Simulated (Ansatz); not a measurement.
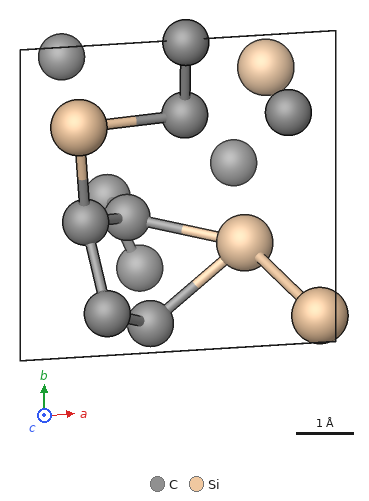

Starting frame of a dynamics run of an amorphous cell of composition Si$_{4}$C$_{11}$ (15 atoms in the cell). The picture is a ball-and-stick view of the simulation cell, seen along the c axis. Bonds to atoms that aren't drawn are left out.

Theory: DFT PBE, scalar-relativistic, plane waves, PAW in Ansatz 0.2.0.

The input:
```yaml
crystal:
  lattice:
    - [5.568485, 0.167797, 0.071149]
    - [0.167797, 5.474915, -0.094329]
    - [0.071149, -0.094329, 5.583751]
  atoms:
    - { symbol: C, position: [0.4087196184, 0.0902734106, 0.5119763234] }
    - { symbol: C, position: [0.6722615946, 0.5909975657, 0.0349212277] }
    - { symbol: C, position: [0.845700611, 0.7418064713, 0.8705990975] }
    - { symbol: C, position: [0.203434063, 0.4288514113, 0.7244057147] }
    - { symbol: C, position: [0.3345079009, 0.4362529826, 0.4361987805] }
    - { symbol: C, position: [0.3747592723, 0.2707852586, 0.0276587331] }
    - { symbol: C, position: [0.2719898947, 0.1304620383, 0.7634757654] }
    - { symbol: C, position: [0.2717709956, 0.504399075, 0.1676580469] }
    - { symbol: C, position: [0.1270504414, 0.9657059068, 0.3882981509] }
    - { symbol: C, position: [0.5171067048, 0.7543275534, 0.7667844678] }
    - { symbol: C, position: [0.520767499, 0.9871106418, 0.9518895021] }
    - { symbol: Si, position: [0.7071738744, 0.3315994404, 0.5377593359] }
    - { symbol: Si, position: [0.182047468, 0.7344888135, 0.9330012737] }
    - { symbol: Si, position: [0.9455027888, 0.0824885242, 0.8262892358] }
    - { symbol: Si, position: [0.7741837604, 0.8916589563, 0.3644591232] }
  symmetry: { detect: false }
basis:
  ecutwfc: 320
  xc_grid: 1
kpoints:
  mp_grid: { grid: [1, 1, 1], shift: [0.25, 0.25, 0.25] }
hamiltonian:
  xc: pbe
scf:
  occupations: { method: fermi_dirac, width: 0.3447 }
  lower_state_search: "off"
  convergence: { dr2_threshold: 1.0e-05 }
output:
  forces: true
  stress: true
md:
  timestep: 2.0
  n_steps: 24
  ensemble: nvt_langevin
  friction: 0.03
  temperature: 4000.0
  initial_velocities: maxwell_boltzmann
  seed: 67529
```

Command:
```bash
ansatz run input.yaml --threads 2 --pin off --max-ram 5120MiB --backend cpu --events-out ev --progress --plain --runs-dir out
```

Q: What does the trajectory do?

A: The mean temperature in the second half is 4136 K (standard deviation 584 K). The temperature is still falling (5284 K in the second quarter, 3669 K in the last), so the run isn't equilibrated. The potential energy is still drifting at the end, so the run hasn't reached equilibrium. The potential energy in the second half lies on average 376 meV per atom below the first frame. The mean pressure there is −3.6 GPa. In the second half of the run the atoms are, in the root-mean-square, this far from where they began (common drift taken out): C 0.85 Å, Si 0.65 Å. That is already a fair part of the typical shortest distance between atoms in the first frame, about 1.6 Å and still growing, as in a liquid, though 48 fs is too short to measure diffusion. Bond changes: 3 C–Si bonds form between 16 fs and 34 fs; one Si–Si bond forms at about 30 fs; one C–C bond breaks at about 36 fs; one C–Si bond breaks at about 38 fs.

Along the run (each row but the first and the last is the mean over the interval that it begins):

| time (fs) | potential energy (meV/atom) | T (K) | p (GPa) |
| --- | --- | --- | --- |
| 0.0 | 0.0 | 3733 | -11.7 |
| 6.0 | -262.9 | 6133 | -4.5 |
| 12.0 | -396.6 | 5621 | -2.9 |
| 18.0 | -431.0 | 4948 | -4.3 |
| 24.0 | -472.8 | 4636 | -6.8 |
| 30.0 | -430.6 | 4701 | -4.9 |
| 36.0 | -295.7 | 3426 | -0.3 |
| 42.0 | -326.2 | 3716 | -2.6 |
| 48.0 | -317.6 | 4332 | -2.7 |

The paths of the atoms:

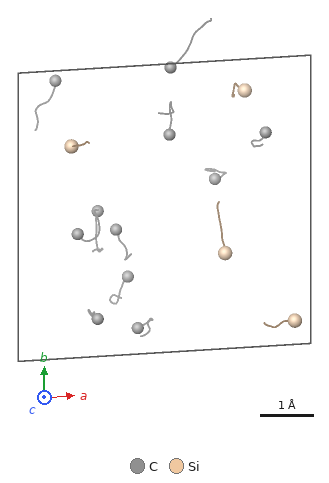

Limits of the set-up: the cutoff lies below the recommended one; the periodic images lie only 5.5 Å apart, so the values are limited by the cell's size.

Cost: 26 s on 2 threads of Intel(R) Xeon(R) Processor @ 2.50GHz (Skylake/Cascade Lake), with other jobs on the host, peak memory 0.32 GiB.
